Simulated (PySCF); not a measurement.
C5H9N (SMILES [H]/N=C(\C)C(=C)C)

Input file:

```
{"job": {"kind": "nmr", "xc": "PBE0", "basis": "pcSseg-1", "pop": false}, "charge": 0, "multiplicity": 1}
C     -1.316907    -0.037378     1.380396
C     -0.574084    -0.362833     0.319460
C     -0.289554    -1.773035    -0.100100
C      0.026808     0.703993    -0.547811
C      1.446141     1.080356    -0.215166
N     -0.677653     1.195590    -1.484409
H     -1.758692    -0.806377     2.020904
H     -1.518805     1.006589     1.634762
H     -0.727910    -2.498519     0.599202
H     -0.707435    -1.953697    -1.103972
H      0.793973    -1.966763    -0.166755
H      2.092352     0.189046    -0.183672
H      1.486819     1.531582     0.788998
H      1.858464     1.791981    -0.945368
H     -0.133516     1.899464    -1.996470
```

Launched as:

```sh
OMP_NUM_THREADS=1 python ens_run.py task.json out
```

Geometry: PBE0-D3(BJ)/def2-SVP.

All numbers below come from PBE0/pcSseg-1, SCF density, gas phase, non-relativistic in PySCF 2.14.0.

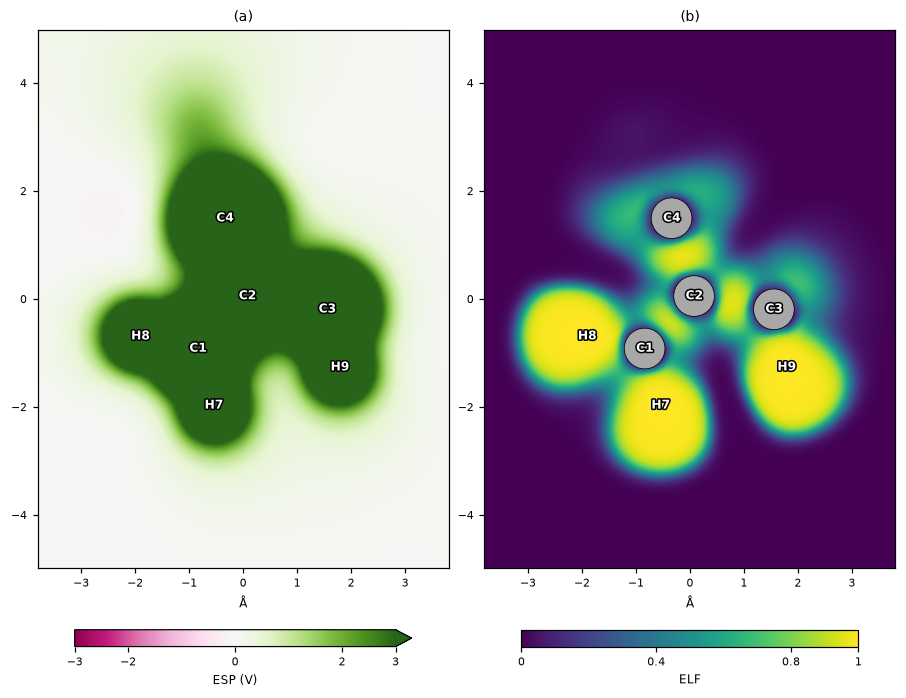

Figure 1. (a) electrostatic potential; (b) electron localisation function on the plane of atoms C3, C2 and C4. Grey discs cover the atomic cores in the ELF map.

### Interpret the plot.

Atoms in the plane: C and H. C–C (1.34 Å): the ELF peaks at about 0.90 between the atoms (a multiple bond). C–C (1.50 Å): the ELF peaks at about 0.95 between the atoms (a shared electron pair). C–H (1.09 Å): the ELF climbs to about 1 towards the hydrogen, as it does in any bond to H; a covalent bond by its length. The potential has no marked negative region in this plane.

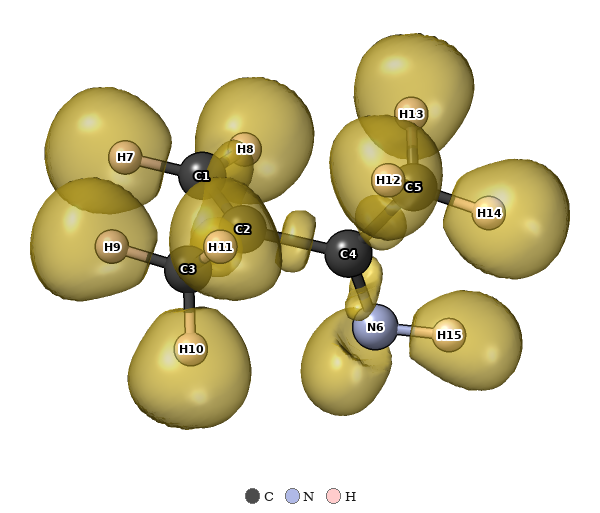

Figure 2. Isosurface of the electron localisation function at 0.85 (yellow), seen at an oblique angle. Core shells and regions of very low density are left out.

### Identify the bonds, lone pairs and shells in this picture.

The surface consists of four regions between bonded C–C atoms (shared pairs), one region between bonded C–N atoms (shared pairs), nine regions around hydrogen nuclei and one lobe on N, pointing away from the bonds (lone pairs).


C–N (1.27 Å): the ELF peaks at about 0.90 between the atoms; a multiple bond.

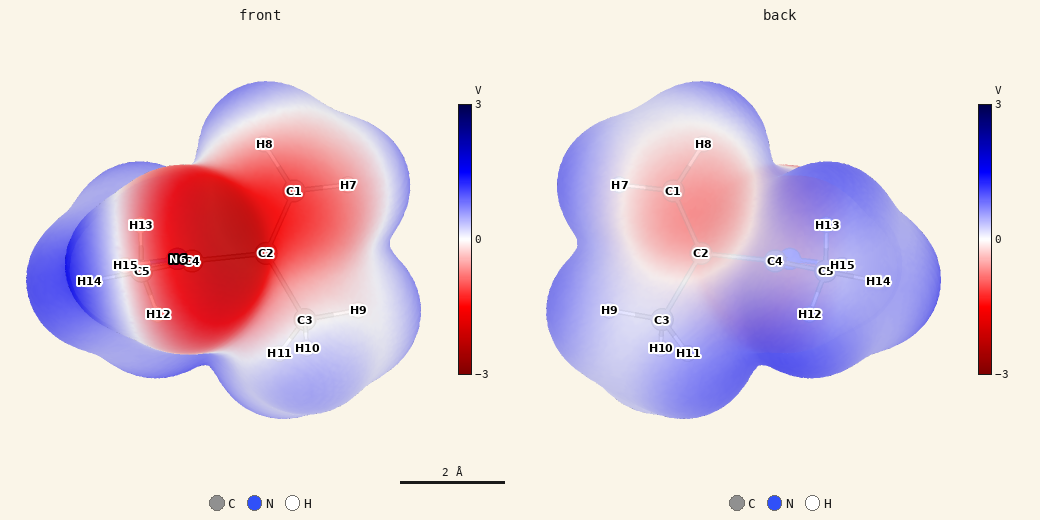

Figure 3. The molecular electrostatic potential painted on the density surface at 0.002 e/bohr³, seen from the front and from behind; red is negative and blue positive.

### Describe the electrostatic potential map.

The most negative region (about −2.2 V) lies over N6, the most positive (about +1.3 V) over H15. N6 is the likeliest acceptor of a hydrogen bond.

### How polar is the molecule by this calculation?

Its dipole moment is 2.41 D.
